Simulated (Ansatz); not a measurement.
# BSiH4 (doublet): one geometry, many settings

Aim: run BSiH4 (doublet) at one geometry under a spread of methods and options, and see what each costs and gives.

Computed with Ansatz 0.2.0, Gaussian basis. Level: the settings change from run to run.

16 further runs of the same task are left out: 4 that didn't finish, 12 set aside as unsound or not needed.

**1. What is computed**

The geometry is a PBE0/def2-TZVP stationary point (not a proven minimum).

6 atoms, charge 0, spin multiplicity 2.

Atoms are counted from 1 here; the program's logs count them from 0.

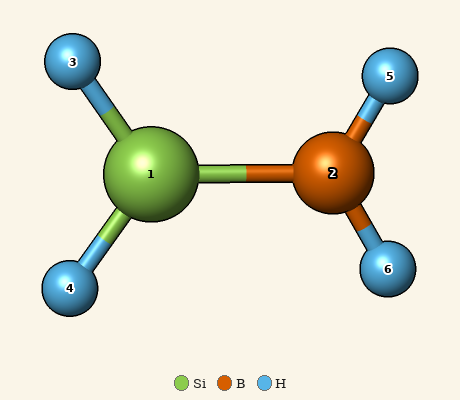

The geometry (silicon green, boron orange, hydrogen blue); atoms are numbered from 1 in the order of the file.

**2. CCSD(T) on ROHF/def2-SVP**

The input, in.yaml:

```yaml
crystal:
  periodic: [false, false, false]
  atoms:
    - {symbol: Si, position_ang: [0.000000, 0.000000, 0.562441]}
    - {symbol: B, position_ang: [0.000000, 0.000000, -1.359948]}
    - {symbol: H, position_ang: [0.000000, 1.218724, 1.409347]}
    - {symbol: H, position_ang: [0.000000, -1.218724, 1.409347]}
    - {symbol: H, position_ang: [0.000000, 1.037036, -1.952056]}
    - {symbol: H, position_ang: [0.000000, -1.037036, -1.952056]}
basis:
  gaussian: {orbitals: def2-SVP}
magnetization: {spin_polarized: false, initial_magnetization: 1}
correlation: {method: ccsd_t, electrons: outside_noble_gas}
accuracy: high
```

On the command line:

```bash
$ ansatz run in.yaml --threads 1 --pin off --events-out ev --progress --plain --max-ram 2393MiB
```

The log of the run (excerpt; [...] marks lines left out):

```text
Functional definition: HF
  name "HF"
  cite "Fock, Z. Phys. 61, 126 (1930) doi:10.1007/BF01340294"
  parent pbe
[...]
1104 factors; integrals over basis functions are off by at most 3.7e-9 eV
[...]
mean field -8592.30352867 eV, -315.7613306061 hartree, gradient 2.2e-8 eV, S^2 0.750000; 0 other end points of the search recorded, 0 dependent functions left out
6 core orbitals not correlated: weight in the atoms' cores, before any rotation towards them, 1.000 or more for the frozen orbitals, at most 0.000 for the correlated occupied ones
reference -8592.30352867 eV, -315.7613306061 hartree; 6, 5 occupied and 40, 41 virtual orbitals, 1104 factors
second order -4.76624372 eV of doubles, -0.04086320 eV of singles
cycle   1  -5.59457136 eV  change   -7.9e-1 eV  update   6.4e-2
[...]
cycle  21  -5.86754580 eV  change  -1.7e-10 eV  update  6.0e-10
perturbative correction -0.14933498 eV, -0.0054879592 hartree
Total energy: -8598.32040945 eV, -315.9824468964 hartree
```

Run time: 3.2 s. Hardware: 1 thread of AMD EPYC 7R43, shared host.

From the report: correlation -6.0169 eV; T1 0.016; largest double amplitude 0.03.

**3. MP2 on UHF/6-31G**

Edit in.yaml of step 2 so:

```diff
@@ -10,5 +10,4 @@
 basis:
-  gaussian: {orbitals: def2-SVP}
-magnetization: {spin_polarized: false, initial_magnetization: 1}
-correlation: {method: ccsd_t, electrons: outside_noble_gas}
-accuracy: high
+  gaussian: {orbitals: 6-31G}
+magnetization: {spin_polarized: true, initial_magnetization: 1}
+correlation: {method: mp2, electrons: valence}
```

Launched as before.

The log of the run:

```text
Functional definition: HF
  name "HF"
  cite "Fock, Z. Phys. 61, 126 (1930) doi:10.1007/BF01340294"
  parent pbe
  exchange = exact_x
  correlation = 0
394 factors; integrals over basis functions are off by at most 2.5e-4 eV
mean field evaluation 1: about -8592.8949 eV, gradient 8.0e0 eV
mean field evaluation 2: about -8592.8931 eV, gradient 8.0e0 eV
mean field evaluation 4: about -8593.6615 eV, gradient 9.3e-1 eV
mean field evaluation 8: about -8593.7027 eV, gradient 6.6e-2 eV
mean field -8593.70277634 eV, -315.8127520095 hartree, gradient 1.4e-6 eV, S^2 0.759554; 0 other end points of the search recorded, 0 dependent functions left out
6 core orbitals not correlated: weight in the atoms' cores, before any rotation towards them, 1.000 or more for the frozen orbitals, at most 0.000 for the correlated occupied ones
reference -8593.70277634 eV, -315.8127520095 hartree; 6, 5 occupied and 18, 19 virtual orbitals, 394 factors
second order -2.66527951 eV of doubles, -0.00000000 eV of singles
Total energy: -8596.36805585 eV, -315.9106992251 hartree
```

Run time: 0.27 s. Hardware: 1 thread of AMD EPYC 7R43, shared host.

From the report: ⟨S²⟩ of the determinant 0.760 (pure doublet: 0.75).

**4. MRCISD+Q(relaxed)(1,3)/6-31G**

Edit in.yaml of step 3 so:

```diff
@@ -11,3 +11,3 @@
   gaussian: {orbitals: 6-31G}
-magnetization: {spin_polarized: true, initial_magnetization: 1}
-correlation: {method: mp2, electrons: valence}
+magnetization: {spin_polarized: false, initial_magnetization: 1}
+correlation: {method: fic_mrcisd_q_relaxed, electrons: valence, active_space: {window: {electrons: 1, orbitals: 3}}}
```

Launched as before.

The log of the run (excerpt; [...] marks lines left out):

```text
Functional definition: HF
  name "HF"
  cite "Fock, Z. Phys. 61, 126 (1930) doi:10.1007/BF01340294"
  parent pbe
[...]
394 factors; integrals over basis functions are off by at most 2.5e-4 eV
[...]
mean field -8593.65198617 eV, -315.8108855053 hartree, gradient 2.4e-6 eV, S^2 0.750000; 0 other end points of the search recorded, 0 dependent functions left out
reference -8593.65198617 eV, -315.8108855053 hartree; 12, 11 occupied and 18, 19 virtual orbitals, 394 factors
state -8593.65198617 eV, -315.8108855053 hartree
contracted CI cycle   1: correlation 0.00000000 eV, 0.0000000000 hartree, residual 1.28e1 eV
contracted CI cycle   2: correlation -3.21706577 eV, -0.1182249863 hartree, residual 2.03e0 eV
contracted CI cycle   3: correlation -3.32162941 eV, -0.1220676293 hartree, residual 5.74e-1 eV
contracted CI cycle   4: correlation -3.33051754 eV, -0.1223942621 hartree, residual 1.36e-1 eV
contracted CI cycle   5: correlation -3.33106641 eV, -0.1224144328 hartree, residual 3.93e-2 eV
contracted CI cycle   6: correlation -3.33111742 eV, -0.1224163074 hartree, residual 1.21e-2 eV
contracted CI cycle   7: correlation -3.33112133 eV, -0.1224164511 hartree, residual 3.47e-3 eV
contracted CI cycle   8: correlation -3.33112165 eV, -0.1224164626 hartree, residual 9.99e-4 eV
state -8593.65198617 eV, -315.8108855053 hartree; corrected -8597.24995486 eV, -315.9431084159 hartree
WARN: 2 active orbitals are nearly empty or full. The corrections depend on them more than the energy does, and are more stable in an active space without them
Total energy: -8597.24995486 eV, -315.9431084159 hartree
```

Run time: 0.84 s. Hardware: 1 thread of AMD EPYC 7R43, shared host.

From the report: 2 determinants; active occupations 1.00, 0.00, 0.00. The report marks this result as in doubt.

**5. CCSDT(Q)/B on ROHF/6-31G**

Edit in.yaml of step 4 so:

```diff
@@ -12,2 +12,2 @@
 magnetization: {spin_polarized: false, initial_magnetization: 1}
-correlation: {method: fic_mrcisd_q_relaxed, electrons: valence, active_space: {window: {electrons: 1, orbitals: 3}}}
+correlation: {method: ccsdt_q_b, electrons: outside_noble_gas}
```

Launched as before.

The log of the run (excerpt; [...] marks lines left out):

```text
Functional definition: HF
  name "HF"
  cite "Fock, Z. Phys. 61, 126 (1930) doi:10.1007/BF01340294"
  parent pbe
[...]
677 factors; integrals over basis functions are off by at most 1.5e-7 eV
[...]
mean field -8593.65207705 eV, -315.8108888449 hartree, gradient 2.4e-6 eV, S^2 0.750000; 0 other end points of the search recorded, 0 dependent functions left out
[...]
6 core orbitals not correlated: weight in the atoms' cores, before any rotation towards them, 1.000 or more for the frozen orbitals, at most 0.000 for the correlated occupied ones
reference -8593.65207705 eV, -315.8108888449 hartree; 6, 5 occupied and 18, 19 virtual orbitals, 677 factors
second order -2.68686760 eV of doubles, -0.02510668 eV of singles
cycle   1  -3.27652710 eV  change   -5.6e-1 eV  update   6.7e-2
[...]
cycle  14  -3.62688151 eV  change   -5.0e-7 eV  update   3.4e-7
perturbative correction -0.00173017 eV, -0.0000635827 hartree
Total energy: -8597.28068873 eV, -315.9442378648 hartree
```

It took 7 s on 1 thread of AMD EPYC 7R43, shared host.

From the report: correlation -3.6286 eV; T1 0.017; largest double amplitude 0.04.

**6. BCCD(T) on ROHF/cc-pVDZ**

Edit in.yaml of step 5 so:

```diff
@@ -10,4 +10,6 @@
 basis:
-  gaussian: {orbitals: 6-31G}
+  gaussian: {orbitals: cc-pVDZ}
 magnetization: {spin_polarized: false, initial_magnetization: 1}
-correlation: {method: ccsdt_q_b, electrons: outside_noble_gas}
+correlation: {method: bccd_t, electrons: outside_noble_gas}
+accuracy: high
+output: {forces: true}
```

Launched as before.

The log of the run (excerpt; [...] marks lines left out):

```text
Functional definition: HF
  name "HF"
  cite "Fock, Z. Phys. 61, 126 (1930) doi:10.1007/BF01340294"
  parent pbe
[...]
1173 factors; integrals over basis functions are off by at most 3.7e-9 eV
[...]
mean field -8595.34862225 eV, -315.8732357313 hartree, gradient 2.0e-8 eV, S^2 0.750000; 0 other end points of the search recorded, 0 dependent functions left out
6 core orbitals not correlated: weight in the atoms' cores, before any rotation towards them, 1.000 or more for the frozen orbitals, at most 0.000 for the correlated occupied ones
reference -8595.34862225 eV, -315.8732357313 hartree; 6, 5 occupied and 40, 41 virtual orbitals, 1173 factors
second order -4.78221041 eV of doubles, -0.04207929 eV of singles
cycle   1  -5.64784262 eV  change   -8.2e-1 eV  update   6.5e-2
[...]
cycle  21  -5.91236391 eV  change  -3.5e-10 eV  update   1.3e-9
perturbative correction -0.15303209 eV, -0.0056238256 hartree
[...]
Total energy: -8601.41401826 eV, -316.0961349232 hartree
Atom 0 at     0.000000     0.000000     0.562441 Å, force    -0.000000     0.000000     0.442418 eV/Å
Atom 1 at     0.000000     0.000000    -1.359948 Å, force    -0.000000     0.000000    -0.175335 eV/Å
Atom 2 at     0.000000     1.218724     1.409347 Å, force    -0.000000     0.118817     0.068447 eV/Å
Atom 3 at     0.000000    -1.218724     1.409347 Å, force     0.000000    -0.118817     0.068447 eV/Å
Atom 4 at     0.000000     1.037036    -1.952056 Å, force     0.000000     0.318956    -0.201989 eV/Å
Atom 5 at     0.000000    -1.037036    -1.952056 Å, force     0.000000    -0.318956    -0.201989 eV/Å
Dipole moment:     0.000000     0.000000     0.195897 e Å
```

Wall time 17 s (1 thread of AMD EPYC 7R43, shared host); peak memory 0.48 GiB.

From the report: correlation -6.0654 eV; largest double amplitude 0.03.

**7. CCSD(T) on UHF/STO-3G**

Edit in.yaml of step 6 so:

```diff
@@ -10,6 +10,5 @@
 basis:
-  gaussian: {orbitals: cc-pVDZ}
-magnetization: {spin_polarized: false, initial_magnetization: 1}
-correlation: {method: bccd_t, electrons: outside_noble_gas}
-accuracy: high
-output: {forces: true}
+  gaussian: {orbitals: STO-3G}
+magnetization: {spin_polarized: true, initial_magnetization: 1}
+correlation: {method: ccsd_t, electrons: valence, diis_vectors: 2}
+scf: {omitted_lower_state_checks: [cluster_reference]}
```

The command is unchanged.

The log of the run (excerpt; [...] marks lines left out):

```text
Functional definition: HF
  name "HF"
  cite "Fock, Z. Phys. 61, 126 (1930) doi:10.1007/BF01340294"
  parent pbe
[...]
209 factors; integrals over basis functions are off by at most 6.8e-5 eV
[...]
mean field -8495.72057908 eV, -312.2119726748 hartree, gradient 2.0e-6 eV, S^2 0.760655; 0 other end points of the search recorded, 0 dependent functions left out
6 core orbitals not correlated: weight in the atoms' cores, before any rotation towards them, 0.999 or more for the frozen orbitals, at most 0.000 for the correlated occupied ones
reference -8495.72057908 eV, -312.2119726748 hartree; 6, 5 occupied and 6, 7 virtual orbitals, 209 factors
second order -1.90938311 eV of doubles, -0.00000000 eV of singles
cycle   1  -2.45136690 eV  change   -5.4e-1 eV  update   6.6e-2
[...]
cycle  12  -2.78253989 eV  change    7.0e-6 eV  update   6.1e-6
perturbative correction -0.03045955 eV, -0.0011193677 hartree
Total energy: -8498.53357852 eV, -312.3153484975 hartree
Checks for a lower state left out: cluster_reference
```

It took 0.3 s on 1 thread of AMD EPYC 7R43, shared host.

From the report: ⟨S²⟩ of the determinant 0.761 (pure doublet: 0.75); correlation -2.8130 eV; T1 0.020; largest double amplitude 0.06.

**8. MRCISD+Q(relaxed)(1,4)/STO-3G**

Edit in.yaml of step 7 so:

```diff
@@ -10,5 +10,5 @@
 basis:
-  gaussian: {orbitals: STO-3G}
-magnetization: {spin_polarized: true, initial_magnetization: 1}
-correlation: {method: ccsd_t, electrons: valence, diis_vectors: 2}
-scf: {omitted_lower_state_checks: [cluster_reference]}
+  gaussian: {orbitals: STO-3G, fitting: {mean_field: def2-universal-jkfit}}
+magnetization: {spin_polarized: false, initial_magnetization: 1}
+correlation: {method: fic_mrcisd_q_relaxed, electrons: valence, active_space: {window: {electrons: 1, orbitals: 4}, states: [{multiplicity: 2, weights: [0.5, 1, 1, 0.5]}]}}
+accuracy: high
```

The command is unchanged.

The log of the run (excerpt; [...] marks lines left out):

```text
Functional definition: HF
  name "HF"
  cite "Fock, Z. Phys. 61, 126 (1930) doi:10.1007/BF01340294"
  parent pbe
[...]
275 factors; integrals over basis functions are off by at most 7.5e-3 eV
[...]
mean field -8495.67210962 eV, -312.2101914550 hartree, gradient 2.6e-8 eV, S^2 0.750000; 0 other end points of the search recorded, 0 dependent functions left out
reference -8495.67210962 eV, -312.2101914550 hartree; 12, 11 occupied and 6, 7 virtual orbitals, 275 factors
state -8495.56359160 eV, -312.2062034916 hartree
state -8490.22334961 eV, -312.0099532182 hartree
state -8487.35497862 eV, -311.9045425285 hartree
state -8484.46448594 eV, -311.7983188819 hartree
contracted CI cycle   1: correlation 0.00000000 eV, 0.0000000000 hartree, residual 1.07e1 eV
contracted CI cycle   2: correlation -2.64649732 eV, -0.0972569825 hartree, residual 2.35e0 eV
[...]
contracted CI cycle  77: correlation -2.73012981 eV, -0.1003304198 hartree, residual 2.59e-7 eV
contracted CI cycle  78: correlation -2.73012981 eV, -0.1003304198 hartree, residual 1.99e-7 eV
contracted CI cycle  79: correlation -2.73012981 eV, -0.1003304198 hartree, residual 1.79e-7 eV
contracted CI cycle  80: correlation -2.73012981 eV, -0.1003304198 hartree, residual 2.30e-7 eV
contracted CI cycle  81: correlation -2.73012981 eV, -0.1003304198 hartree, residual 3.66e-7 eV
contracted CI cycle  82: correlation -2.73012981 eV, -0.1003304198 hartree, residual 8.57e-8 eV
contracted CI cycle  83: correlation -2.73012981 eV, -0.1003304198 hartree, residual 4.11e-8 eV
contracted CI cycle  84: correlation -2.73012981 eV, -0.1003304198 hartree, residual 1.14e-7 eV
contracted CI cycle  85: correlation -2.73012981 eV, -0.1003304198 hartree, residual 6.03e-8 eV
state -8484.46448594 eV, -311.7983188819 hartree; corrected -8488.03202293 eV, -311.9294234478 hartree
Total energy: -8492.57731925 eV, -312.0964600070 hartree
```

Run time: 2 s. Hardware: 1 thread of AMD EPYC 7R43, shared host.

From the report: 2 determinants; active occupations (of the averaged states) 0.33, 0.33, 0.17, 0.17.

**9. CCSD(T) on UHF/6-31G***

The input, in.yaml:

```yaml
crystal:
  periodic: [false, false, false]
  atoms:
    - {symbol: Si, position_ang: [0.000000, 0.000000, 0.562441]}
    - {symbol: B, position_ang: [0.000000, 0.000000, -1.359948]}
    - {symbol: H, position_ang: [0.000000, 1.218724, 1.409347]}
    - {symbol: H, position_ang: [0.000000, -1.218724, 1.409347]}
    - {symbol: H, position_ang: [0.000000, 1.037036, -1.952056]}
    - {symbol: H, position_ang: [0.000000, -1.037036, -1.952056]}
basis:
  gaussian: {orbitals: "6-31G*"}
magnetization: {spin_polarized: true, initial_magnetization: 1}
correlation: {method: ccsd_t, electrons: outside_noble_gas}
accuracy: high
```

Launched as before.

The log of the run (excerpt; [...] marks lines left out):

```text
Functional definition: HF
  name "HF"
  cite "Fock, Z. Phys. 61, 126 (1930) doi:10.1007/BF01340294"
  parent pbe
[...]
895 factors; integrals over basis functions are off by at most 4.0e-9 eV
[...]
mean field -8594.88862407 eV, -315.8563311099 hartree, gradient 2.7e-8 eV, S^2 0.761060; 0 other end points of the search recorded, 0 dependent functions left out
6 core orbitals not correlated: weight in the atoms' cores, before any rotation towards them, 1.000 or more for the frozen orbitals, at most 0.000 for the correlated occupied ones
reference -8594.88862407 eV, -315.8563311099 hartree; 6, 5 occupied and 30, 31 virtual orbitals, 895 factors
second order -3.89763288 eV of doubles, -0.00000000 eV of singles
cycle   1  -4.56004496 eV  change   -6.6e-1 eV  update   6.7e-2
[...]
cycle  21  -4.84293077 eV  change  -1.9e-10 eV  update  5.1e-10
perturbative correction -0.13321806 eV, -0.0048956735 hartree
Total energy: -8599.86477290 eV, -316.0392012064 hartree
```

Run time: 2 s. Hardware: 1 thread of AMD EPYC 7R43, shared host.

From the report: ⟨S²⟩ of the determinant 0.761 (pure doublet: 0.75); correlation -4.9761 eV; T1 0.017; largest double amplitude 0.04.

**10. HF/cc-pVDZ**

Edit in.yaml of step 9 so:

```diff
@@ -10,5 +10,5 @@
 basis:
-  gaussian: {orbitals: "6-31G*"}
+  gaussian: {orbitals: cc-pVDZ}
 magnetization: {spin_polarized: true, initial_magnetization: 1}
-correlation: {method: ccsd_t, electrons: outside_noble_gas}
-accuracy: high
+hamiltonian: {xc: hf}
+output: {forces: true, orbitals: {seedname: orbitals}}
```

The command is unchanged.

The log of the run (excerpt; [...] marks lines left out):

```text
Functional definition: HF
  name "HF"
  cite "Fock, Z. Phys. 61, 126 (1930) doi:10.1007/BF01340294"
  parent pbe
[...]
486 factors; integrals over basis functions are off by at most 1.2e-3 eV
[...]
mean field -8595.42502492 eV, -315.8760434776 hartree, gradient 1.9e-5 eV, S^2 0.761407; 0 other end points of the search recorded, 0 dependent functions left out
[...]
reference -8595.42502492 eV, -315.8760434776 hartree; 12, 11 occupied and 40, 41 virtual orbitals, 486 factors
Total energy: -8595.42502492 eV, -315.8760434776 hartree
Atom 0 at     0.000000     0.000000     0.562441 Å, force     0.000000    -0.000000     0.686523 eV/Å
Atom 1 at     0.000000     0.000000    -1.359948 Å, force     0.000000    -0.000000    -0.402255 eV/Å
Atom 2 at     0.000000     1.218724     1.409347 Å, force     0.000000    -0.000791    -0.056972 eV/Å
Atom 3 at     0.000000    -1.218724     1.409347 Å, force    -0.000000     0.000791    -0.056972 eV/Å
Atom 4 at     0.000000     1.037036    -1.952056 Å, force     0.000000     0.061035    -0.085162 eV/Å
Atom 5 at     0.000000    -1.037036    -1.952056 Å, force     0.000000    -0.061035    -0.085162 eV/Å
Dipole moment:     0.000000    -0.000000     0.133411 e Å
```

Run time: 0.51 s. Hardware: 1 thread of AMD EPYC 7R43, shared host.

From the report: ⟨S²⟩ of the determinant 0.761 (pure doublet: 0.75).

**11. All runs side by side**

Where basis and cores are those of an earlier UCCSDT(Q)/cc-pVDZ run (-8601.4500 eV), and the state is the same kind, the miss against it is given. † marks a result that the program doubts.

| level | correlated | functions | energy (eV) | from UCCSDT(Q) (meV) | time |
| --- | --- | --- | --- | --- | --- |
| CCSD(T) on ROHF/def2-SVP | outside noble gas | 52 | -8598.3204 |  | 3.2 s |
| MP2 on UHF/6-31G | valence | 30 | -8596.3681 |  | 0.27 s |
| MRCISD+Q(relaxed)(1,3)/6-31G † | valence | 30 | -8597.2500 |  | 0.84 s |
| CCSDT(Q)/B on ROHF/6-31G | outside noble gas | 30 | -8597.2807 |  | 7 s |
| BCCD(T) on ROHF/cc-pVDZ | outside noble gas | 52 | -8601.4140 | 36.0 | 17 s |
| CCSD(T) on UHF/STO-3G | valence | 18 | -8498.5336 |  | 0.3 s |
| MRCISD+Q(relaxed)(1,4)/STO-3G (mean of several states) | valence | 18 | -8492.5773 |  | 2 s |
| CCSD(T) on UHF/6-31G* | outside noble gas | 42 | -8599.8648 |  | 2 s |
| HF/cc-pVDZ |  | 52 | -8595.4250 | 6025.0 | 0.51 s |

**12. Results**

| quantity | value |
| --- | --- |
| runs | 9 |
| quickest | MP2 on UHF/6-31G, 0.27 s |
| slowest | BCCD(T) on ROHF/cc-pVDZ, 17 s |

What this shows: Total energies in different bases, with other cores or another treatment of relativity can't be set against each other. BCCD(T) on ROHF/cc-pVDZ took 61 times as long as MP2 on UHF/6-31G; the jobs differ in more than the method. Hartree-Fock, CASSCF and CASCI lack dynamic correlation by design.
